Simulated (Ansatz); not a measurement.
# SiNH$_{7}$ClF: geometry relaxation (part 2 of 2)

Continued. System: SiNH$_{7}$ClF. Method: RKS B3LYP-D4/def2-mTZVP (Ansatz 0.2.0). It belongs to a series of runs on one base structure; here: end point B relaxed.

Geometry of the input (Å):
```
Si -1.1341  0.7900  -0.4194
Cl 0.7661  -1.8059  -1.6219
H  -1.1035  0.9200  -1.8929
H  -1.9654  1.8729  0.1646
H  -1.7301  -0.5100  -0.0460
H  0.8655  -0.8697  1.6544
N  0.4976  0.9663  0.3099
H  0.8342  -2.2066  -0.3691
F  1.0247  -1.7706  1.7547
H  0.6684  1.8508  0.7745
H  1.2766  0.7627  -0.3087
```

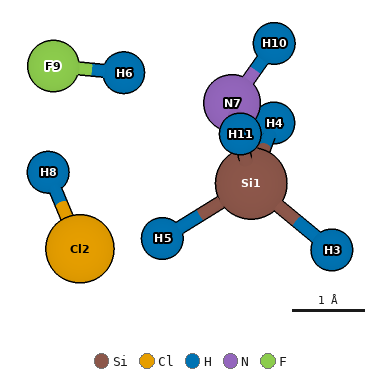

Fig. 1: The geometry at step 14 of the log (ball-and-stick view, seen at a tilt; atoms are numbered from 1 in the order of the input).

Trajectory as extended XYZ, continued
```
11
Properties=species:S:1:pos:R:3:forces:R:3 step=6 energy=-24725.79154
Si   -1.1727    0.8122   -0.3451   -0.0359  -0.0097  -0.0059
Cl    1.0136   -2.1307   -1.4861    0.0084   0.0007   0.1289
H    -1.1142    1.0796   -1.7983    0.0019   0.0098   0.0105
H    -1.8919    1.9055    0.3493    0.0160  -0.0129   0.0009
H    -1.8490   -0.4733   -0.0892    0.0064   0.0005  -0.0098
H     0.7168   -0.5656    1.1533   -0.0018  -0.0183   0.0235
N     0.4741    0.7621    0.3433    0.0275   0.0127  -0.0049
H     1.0204   -2.1344   -0.1583   -0.0102  -0.0093  -0.1248
F     0.8945   -1.4934    1.4771   -0.0047   0.0603  -0.0263
H     0.7056    1.5698    0.9150    0.0072  -0.0265   0.0002
H     1.2028    0.6682   -0.3610   -0.0149  -0.0073   0.0078
11
Properties=species:S:1:pos:R:3:forces:R:3 step=7 energy=-24725.79358
Si   -1.1734    0.8118   -0.3480    0.0178  -0.0046  -0.0050
Cl    1.0064   -2.1437   -1.4695    0.0040  -0.0059  -0.0123
H    -1.1165    1.1253   -1.7921   -0.0136   0.0086   0.0033
H    -1.9022    1.8739    0.3804   -0.0019   0.0039   0.0129
H    -1.8328   -0.4905   -0.1346    0.0155   0.0106  -0.0038
H     0.7177   -0.5500    1.1562    0.0020  -0.0045  -0.0052
N     0.4766    0.7646    0.3342   -0.0096  -0.0228  -0.0008
H     1.0045   -2.1445   -0.1478    0.0013   0.0031   0.0129
F     0.8991   -1.4734    1.4883   -0.0068   0.0037   0.0067
H     0.7205    1.5679    0.9057   -0.0136   0.0098  -0.0158
H     1.2001    0.6586   -0.3730    0.0050  -0.0019   0.0070
11
Properties=species:S:1:pos:R:3:forces:R:3 step=8 energy=-24725.79504
Si   -1.1756    0.8184   -0.3509    0.0128   0.0008   0.0177
Cl    1.0265   -2.1752   -1.4528   -0.0020   0.0012  -0.0536
H    -1.1360    1.1829   -1.7848   -0.0109   0.0029   0.0196
H    -1.9097    1.8465    0.4211    0.0053  -0.0083   0.0000
H    -1.8155   -0.5001   -0.1773    0.0166   0.0233  -0.0116
H     0.7174   -0.5408    1.1564   -0.0152  -0.0124   0.0016
N     0.4780    0.7660    0.3215   -0.0161  -0.0459  -0.0153
H     0.9955   -2.1540   -0.1339    0.0113  -0.0005   0.0645
F     0.8897   -1.4607    1.5020   -0.0047   0.0050  -0.0072
H     0.7332    1.5694    0.8874   -0.0159   0.0326  -0.0183
H     1.1964    0.6474   -0.3887    0.0187   0.0013   0.0027
11
Properties=species:S:1:pos:R:3:forces:R:3 step=9 energy=-24725.79428 accepted=F
Si   -1.1847    0.8405   -0.3605   -0.1150   0.0725  -0.0170
Cl    1.0627   -2.2454   -1.3899    0.0072  -0.0051  -0.0767
H    -1.1956    1.3675   -1.7595   -0.0159  -0.0890   0.2505
H    -1.9281    1.7659    0.5468    0.1190  -0.1715  -0.1636
H    -1.7723   -0.5232   -0.3203    0.0629   0.2083  -0.0233
H     0.6900   -0.5237    1.1553    0.0578  -0.0286   0.0298
N     0.4806    0.7598    0.2787   -0.0280  -0.0332  -0.0459
H     1.0126   -2.1812   -0.0746    0.0084   0.0068   0.0919
F     0.8782   -1.4241    1.5439   -0.0484   0.0269  -0.0447
H     0.7736    1.5680    0.8209   -0.0303   0.0077  -0.0579
H     1.1829    0.5959   -0.4409   -0.0177   0.0052   0.0570
11
Properties=species:S:1:pos:R:3:forces:R:3 step=10 energy=-24725.79806
Si   -1.1812    0.8357   -0.3466   -0.0263  -0.0471  -0.0529
Cl    1.0796   -2.2166   -1.4242    0.0018   0.0082   0.0077
H    -1.1741    1.2699   -1.7614   -0.0107   0.0113   0.0069
H    -1.9116    1.8185    0.4849    0.0278  -0.0057   0.0117
H    -1.8047   -0.4957   -0.2295    0.0016   0.0084  -0.0099
H     0.6896   -0.5419    1.1548    0.0353   0.0187   0.0108
N     0.4802    0.7572    0.2982   -0.0470   0.0541   0.0195
H     1.0240   -2.1642   -0.1043    0.0029  -0.0087   0.0004
F     0.8613   -1.4566    1.5120   -0.0188  -0.0059  -0.0024
H     0.7455    1.5802    0.8311    0.0406  -0.0093   0.0224
H     1.1912    0.6135   -0.4151   -0.0072  -0.0241  -0.0141
11
Properties=species:S:1:pos:R:3:forces:R:3 step=11 energy=-24725.80077
Si   -1.1859    0.8407   -0.3506   -0.0571   0.0032  -0.0267
Cl    1.1186   -2.2274   -1.3904    0.0046  -0.0042   0.0094
H    -1.2133    1.3582   -1.7430    0.0007  -0.0271   0.0920
H    -1.9077    1.7721    0.5516    0.0430  -0.0612  -0.0471
H    -1.7886   -0.5071   -0.2985    0.0240   0.0611  -0.0153
H     0.6979   -0.5267    1.1599   -0.0773  -0.0425   0.0090
N     0.4830    0.7520    0.2733    0.0341   0.0562   0.0121
H     1.0226   -2.1758   -0.0726   -0.0020   0.0023  -0.0084
F     0.8198   -1.4452    1.5314    0.0360   0.0416  -0.0067
H     0.7704    1.5830    0.7834    0.0174  -0.0199  -0.0096
H     1.1831    0.5763   -0.4446   -0.0235  -0.0094  -0.0087
11
Properties=species:S:1:pos:R:3:forces:R:3 step=12 energy=-24725.80169
Si   -1.1971    0.8591   -0.3525   -0.1214   0.0964  -0.0520
Cl    1.1917   -2.2754   -1.3437   -0.0146   0.0030   0.0642
H    -1.2632    1.4910   -1.7075    0.0018  -0.1129   0.2488
H    -1.9063    1.7144    0.6443    0.0941  -0.1550  -0.1732
H    -1.7782   -0.5054   -0.3974    0.0673   0.1731  -0.0064
H     0.6611   -0.5143    1.1650    0.0322  -0.0674   0.0065
N     0.4820    0.7424    0.2387    0.0348   0.0948  -0.0284
H     1.0354   -2.1901   -0.0316    0.0263   0.0015  -0.0489
F     0.8048   -1.4222    1.5563   -0.0304   0.0681  -0.0258
H     0.8057    1.5832    0.7147   -0.0106  -0.1072  -0.0533
H     1.1640    0.5173   -0.4864   -0.0793   0.0057   0.0685
11
Properties=species:S:1:pos:R:3:forces:R:3 step=13 energy=-24725.80583
Si   -1.1979    0.8646   -0.3526   -0.0869   0.0271  -0.0363
Cl    1.1725   -2.2782   -1.3397    0.0105   0.0025   0.0752
H    -1.2627    1.4954   -1.7000    0.0073  -0.0494   0.1351
H    -1.9146    1.7102    0.6380    0.0749  -0.0830  -0.0902
H    -1.7812   -0.4937   -0.4051    0.0430   0.0897  -0.0044
H     0.6621   -0.5196    1.1587    0.0069  -0.0193   0.0142
N     0.4806    0.7399    0.2372   -0.0022   0.0701  -0.0075
H     1.0675   -2.1875   -0.0222   -0.0111  -0.0071  -0.0688
F     0.8055   -1.4227    1.5582    0.0005   0.0298  -0.0176
H     0.8088    1.5753    0.7169    0.0047  -0.0591  -0.0276
H     1.1594    0.5162   -0.4896   -0.0475  -0.0013   0.0279
11
Properties=species:S:1:pos:R:3:forces:R:3 step=14 energy=-24725.80848
Si   -1.2082    0.8796   -0.3462    0.0124  -0.0146   0.0045
Cl    1.2479   -2.3005   -1.3190   -0.0281   0.0119   0.1461
H    -1.2815    1.5306   -1.6736   -0.0023   0.0189  -0.0128
H    -1.9152    1.7045    0.6571    0.0203  -0.0064   0.0119
H    -1.7913   -0.4718   -0.4198    0.0023  -0.0129  -0.0078
H     0.6576   -0.5216    1.1461   -0.0241   0.0310   0.0156
N     0.4752    0.7355    0.2221   -0.0300   0.0244   0.0047
H     1.0635   -2.2000   -0.0079    0.0361  -0.0130  -0.1354
F     0.7887   -1.4191    1.5589    0.0044  -0.0198  -0.0137
H     0.8254    1.5636    0.6963    0.0112  -0.0092  -0.0094
H     1.1378    0.4992   -0.5140   -0.0020  -0.0103  -0.0039
11
Properties=species:S:1:pos:R:3:forces:R:3 step=15 energy=-24725.81088
Si   -1.2157    0.8916   -0.3477    0.0229  -0.0104   0.0081
Cl    1.2697   -2.3192   -1.2952   -0.0167   0.0113   0.1610
H    -1.3015    1.5899   -1.6514   -0.0040   0.0105   0.0027
H    -1.9135    1.6799    0.6910    0.0113  -0.0115   0.0006
H    -1.7912   -0.4606   -0.4650   -0.0021   0.0005  -0.0083
H     0.6410   -0.5194    1.1449    0.0038   0.0306   0.0077
N     0.4703    0.7285    0.2060   -0.0175   0.0293  -0.0089
H     1.0964   -2.2065    0.0171    0.0187  -0.0115  -0.1547
F     0.7822   -1.4111    1.5673   -0.0023  -0.0185  -0.0062
H     0.8404    1.5562    0.6666    0.0004  -0.0258  -0.0196
H     1.1219    0.4704   -0.5337   -0.0145  -0.0045   0.0176
11
Properties=species:S:1:pos:R:3:forces:R:3 step=16 energy=-24725.81106
Si   -1.2343    0.9232   -0.3470   -0.0622   0.0466   0.0019
Cl    1.3662   -2.3750   -1.2199   -0.0165   0.0198   0.2088
H    -1.3666    1.7599   -1.5786    0.0223  -0.1184   0.1902
H    -1.9097    1.5979    0.7953    0.0648  -0.0959  -0.1634
H    -1.7883   -0.4298   -0.5929    0.0344   0.1512   0.0175
H     0.6158   -0.5046    1.1396   -0.0274  -0.0223   0.0001
N     0.4624    0.7118    0.1554    0.1435   0.0879  -0.0890
H     1.1533   -2.2249    0.0848    0.0071  -0.0171  -0.2036
F     0.7325   -1.3887    1.5877    0.0242   0.0301  -0.0122
H     0.8903    1.5399    0.5720   -0.0777  -0.1486  -0.0932
H     1.0781    0.3903   -0.5965   -0.1123   0.0666   0.1429
11
Properties=species:S:1:pos:R:3:forces:R:3 step=17 energy=-24725.81560
Si   -1.2353    0.9251   -0.3445   -0.0010   0.0213   0.0018
Cl    1.3816   -2.3774   -1.2192   -0.0171   0.0118   0.1127
H    -1.3582    1.7479   -1.5752    0.0041  -0.0291   0.0539
H    -1.9115    1.6093    0.7816    0.0224  -0.0337  -0.0418
H    -1.8025   -0.4182   -0.5803    0.0160   0.0456   0.0026
H     0.6058   -0.5110    1.1347    0.0460   0.0083   0.0076
N     0.4600    0.7100    0.1570    0.0080   0.0281  -0.0491
H     1.1485   -2.2244    0.0778    0.0193  -0.0114  -0.1097
F     0.7507   -1.3891    1.5853   -0.0241   0.0058  -0.0083
H     0.8870    1.5330    0.5778   -0.0328  -0.0642  -0.0370
H     1.0738    0.3947   -0.5952   -0.0407   0.0176   0.0673
11
Properties=species:S:1:pos:R:3:forces:R:3 step=18 energy=-24725.81694
Si   -1.2371    0.9283   -0.3422    0.0182  -0.0122   0.0190
Cl    1.4039   -2.3832   -1.2044    0.0032  -0.0040  -0.0115
H    -1.3643    1.7634   -1.5594   -0.0008   0.0103  -0.0054
H    -1.9093    1.5964    0.7912   -0.0025   0.0001   0.0079
H    -1.8046   -0.4099   -0.5910    0.0039   0.0026  -0.0069
H     0.6149   -0.5056    1.1324   -0.0254  -0.0196  -0.0003
N     0.4595    0.7083    0.1489   -0.0044  -0.0015  -0.0099
H     1.1471   -2.2272    0.0828   -0.0005  -0.0008   0.0050
F     0.7314   -1.3884    1.5829    0.0096   0.0254   0.0043
H     0.8920    1.5295    0.5633   -0.0041   0.0049  -0.0093
H     1.0664    0.3885   -0.6046    0.0028  -0.0053   0.0071
11
Properties=species:S:1:pos:R:3:forces:R:3 step=19 energy=-24725.81825
Si   -1.2457    0.9426   -0.3405    0.0219  -0.0053   0.0078
Cl    1.4454   -2.4089   -1.1756    0.0010   0.0006  -0.0064
H    -1.3814    1.8219   -1.5262   -0.0010   0.0040   0.0035
H    -1.9099    1.5700    0.8207   -0.0040  -0.0030   0.0025
H    -1.8118   -0.3871   -0.6354   -0.0001   0.0064  -0.0023
H     0.6005   -0.5035    1.1269    0.0041  -0.0268   0.0075
N     0.4530    0.7001    0.1305   -0.0048  -0.0029  -0.0163
H     1.1713   -2.2339    0.1056    0.0006  -0.0020   0.0054
F     0.7274   -1.3788    1.5901   -0.0059   0.0336  -0.0074
H     0.9066    1.5175    0.5306   -0.0094  -0.0057  -0.0099
H     1.0447    0.3601   -0.6267   -0.0025   0.0010   0.0156
11
Properties=species:S:1:pos:R:3:forces:R:3 step=20 energy=-24725.81833
Si   -1.2622    0.9707   -0.3371   -0.0236   0.0206  -0.0155
Cl    1.5304   -2.4522   -1.1102    0.0022   0.0016  -0.0087
H    -1.4171    1.9473   -1.4501    0.0159  -0.0714   0.0837
H    -1.9103    1.5061    0.8832    0.0248  -0.0333  -0.0737
H    -1.8284   -0.3374   -0.7321    0.0158   0.0758   0.0227
H     0.5776   -0.4981    1.1136    0.0292  -0.0570   0.0310
N     0.4410    0.6806    0.0883    0.0399   0.0250  -0.0462
H     1.2208   -2.2478    0.1580   -0.0044   0.0016   0.0136
F     0.7104   -1.3576    1.6065   -0.0174   0.0640  -0.0386
H     0.9385    1.4894    0.4565   -0.0432  -0.0602  -0.0281
H     0.9993    0.2989   -0.6767   -0.0393   0.0334   0.0599
11
Properties=species:S:1:pos:R:3:forces:R:3 step=21 energy=-24725.81926
Si   -1.2568    0.9616   -0.3378   -0.0018   0.0071  -0.0028
Cl    1.5052   -2.4365   -1.1280    0.0050  -0.0032  -0.0192
H    -1.4050    1.9109   -1.4690    0.0045  -0.0167   0.0226
H    -1.9108    1.5216    0.8643    0.0082  -0.0103  -0.0170
H    -1.8259   -0.3498   -0.7053    0.0066   0.0201   0.0048
H     0.5869   -0.4994    1.1166    0.0088  -0.0350   0.0195
N     0.4450    0.6851    0.0993    0.0062   0.0030  -0.0172
H     1.2055   -2.2435    0.1442   -0.0050   0.0020   0.0193
F     0.7141   -1.3627    1.6027   -0.0064   0.0391  -0.0198
H     0.9290    1.4962    0.4764   -0.0151  -0.0140  -0.0085
H     1.0126    0.3166   -0.6635   -0.0110   0.0078   0.0185
11
Properties=species:S:1:pos:R:3:forces:R:3 step=22 energy=-24725.81939
Si   -1.2580    0.9635   -0.3376    0.0033   0.0013   0.0012
Cl    1.5108   -2.4425   -1.1230    0.0043  -0.0014  -0.0171
H    -1.4058    1.9194   -1.4616    0.0001  -0.0024   0.0053
H    -1.9109    1.5152    0.8678    0.0010  -0.0021  -0.0035
H    -1.8276   -0.3445   -0.7127    0.0010   0.0047  -0.0001
H     0.5865   -0.4986    1.1151    0.0054  -0.0256   0.0149
N     0.4436    0.6838    0.0960   -0.0018  -0.0022  -0.0079
H     1.2089   -2.2446    0.1478   -0.0049   0.0010   0.0186
F     0.7138   -1.3600    1.6035   -0.0034   0.0258  -0.0139
H     0.9293    1.4942    0.4716   -0.0041   0.0001  -0.0010
H     1.0092    0.3141   -0.6670   -0.0009   0.0007   0.0035
```

Key numbers

| quantity | value |
| --- | --- |
| outcome | converged |
| total energy | −24725.8197 eV |
| mean-field energy | −24725.5428 eV |
| largest force (length of the vector) at the end | 0.030 eV/Å |
| hardware | 2 threads of Arm Neoverse V1, 24 GiB of memory available, shared host |
| wall time | 60 s (CPU time 1.9 min) |
| peak memory | 0.21 GiB |
